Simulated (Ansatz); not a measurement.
Profile along the Cu–Cu line in Cu3Au (Cu3Au type)

Cu3Au (Cu3Au type)

Space group Pm-3m (No. 221); a = 3.781 Å, b = 3.781 Å, c = 3.781 Å, α = 90.00°, β = 90.00°, γ = 90.00°

```
atom  site  symmetry       x       y       z
----  ----  --------  ------  ------  ------
Cu      3c    4/mm.m  0.0000  0.5000  0.5000
Au      1a      m-3m  0.0000  0.0000  0.0000
```

Fields along a shortest Cu–Cu line of a {110} plane (2.67 Å), from Cu to Cu, interpolated on the slice's grid (step about 0.3 Å). Computed with PBE (plane waves to 420 eV, PAW, scalar-relativistic; Ansatz, an electronic-structure program). k mesh 12×12×12. Near the nuclei the fields are pseudised (PAW); where an atom keeps semicore shells as valence, they peak there. Cu3Au is run without spin polarisation. Cu3Au was relaxed with its symmetry unable to fall. Spin-orbit coupling is left out, though Au is heavy.

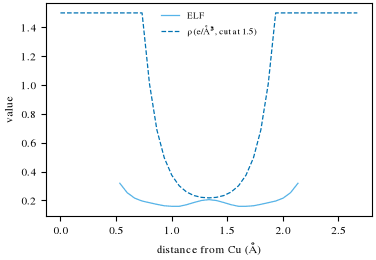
*ELF (away from the nuclei) and valence density from Cu to Cu.*

Density on the Cu–Cu line (2.67 Å) at its midpoint: 0.22 e/Å³. ELF at that point: 0.21.
